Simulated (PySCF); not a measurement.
**CH₃NS: geometry, coupled-cluster ionisations and excitations**

What coupled-cluster ionisations and excitations should CH₃NS (`NC=S`) show?

Computed with PySCF 2.14.0, with density-fitted response routines of our own, on a single molecule in the gas phase. Atoms are numbered from 0 throughout.

### Step 1. The molecule as given

6 atoms, charge 0, multiplicity 1; geometry from: GFN2-xTB.

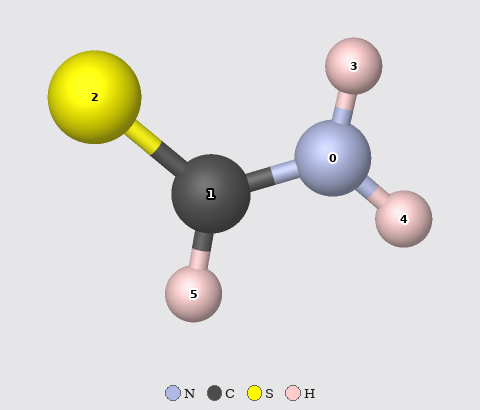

As it starts; nitrogen light blue, carbon dark grey, sulfur yellow, hydrogen pink, atoms numbered.

### Step 2. Relaxing the molecule at PBE0-D3(BJ)/def2-TZVP

What the job is given:

```
{"job": {"xc": "PBE0", "basis": "def2-TZVP", "d3": "d3bj", "grid": 2, "kind": "geom"}, "charge": 0, "multiplicity": 1}
N     -1.568920     0.354960     0.013680
C     -0.268290     0.642800    -0.101990
S      0.916570    -0.462970     0.037830
H     -1.831420    -0.600870     0.196980
H     -2.288970     1.051160    -0.075060
H     -0.038670     1.685650    -0.300240
```

**Question.** This job is followed by: EOM-CCSD/aug-cc-pVDZ, vertical, frozen core, gas phase. What will the session give for the following? point group; rotational constants (main isotopes); correlation energy, MP2 and CCSD; T1 diagnostic; first ionisation (EOM-IP-CCSD); lowest singlet (EOM-EE-CCSD).

The runs gave:

```
                            quantity                  value
                         point group                     Cs
rotational constants (main isotopes)  63.14, 6.13, 5.59 GHz
    correlation energy, MP2 and CCSD      -12.40, -13.13 eV
                       T1 diagnostic                 0.0185
      first ionisation (EOM-IP-CCSD)                8.55 eV
        lowest singlet (EOM-EE-CCSD)                3.55 eV
```

What this shows: Relaxing lowered the energy by 0.011 eV in 6 steps; the close pair that moved most is C1–H5, from 1.086 to 1.092 Å. No frequency check was run at this level, so the end point may be a saddle. MP2 recovers 94 % of the CCSD correlation energy. For the hole of the first ionisation, Koopmans' theorem lies 0.48 eV above EOM-IP-CCSD.
